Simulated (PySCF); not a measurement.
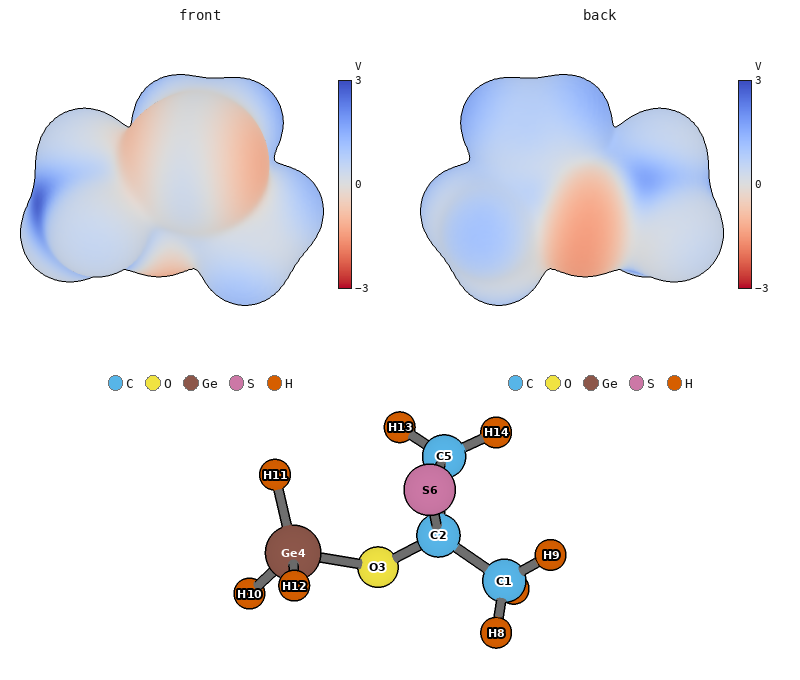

*C3H8GeOS (SMILES C[C@]1([O][GeH3])CS1). The molecular electrostatic potential painted on the density surface at 0.004 e/bohr³, seen from the front and from behind; the colour scale runs from red (negative) to blue (positive). The bare structure is drawn below in the same view.*

Geometry: GFN2-xTB.

Level of theory: PBE0/def2-SVPD, SCF density, gas phase (PySCF 2.14.0).

```xyz
14

C    -1.7153   -0.9496   -0.0152
C    -0.4960   -0.0712    0.0852
O     0.6611   -0.7735    0.2057
Ge    2.1952   -0.1884   -0.4753
C    -0.5945    1.2542    0.7387
S    -0.4349    1.3595   -1.0539
H    -1.8200   -1.5181    0.9080
H    -1.5951   -1.6482   -0.8405
H    -2.6059   -0.3491   -0.1778
H     3.0732   -1.2603    0.0738
H     2.5354    1.1657    0.0736
H     2.0856   -0.2023   -1.9659
H     0.2635    1.6012    1.3024
H    -1.5530    1.5795    1.1191
```

Q: Which sites attract a positive test charge, and which a negative one?

A: A positive charge is drawn to the negative regions and a negative charge to the positive ones. The most negative region (about −1.4 V) lies over O3, the most positive (about +2.4 V) over Ge4. O3 is the likeliest acceptor of a hydrogen bond.

Q: What dipole moment does the calculation give?

A: Its dipole moment is 0.87 D.
